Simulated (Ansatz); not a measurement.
```tsv
atom	x (Å)	y (Å)	z (Å)
Si	-0.4539	0.0900	-0.3137
Cl	0.4588	-0.7154	2.7963
H	0.5058	1.0601	0.2724
H	-0.6557	0.4475	-1.7514
H	0.0834	-1.2948	-0.2572
Si	-2.4881	0.2275	0.6549
H	-3.4861	-0.5885	-0.0925
H	-2.5073	-0.2881	2.0660
H	-2.9705	1.6356	0.7209
H	-0.8528	-0.5740	2.5986
```

Not at a stationary point (largest force 1.2 eV/Å).

Theory: RKS PBE0/6-31G* in Ansatz 0.2.0.

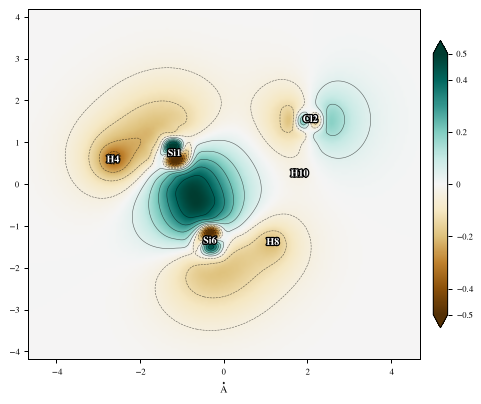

H₆Si₂···HCl. The HOMO on the plane of atoms H4, Si1 and Si6 (values in Å⁻³ᐟ²; the overall sign is arbitrary).

**What is the character of this orbital?**

It lies mainly on Si1 (about 35 %), Si6 (about 35 %) and H4 (about 5 %). Its energy is −8.81 eV.
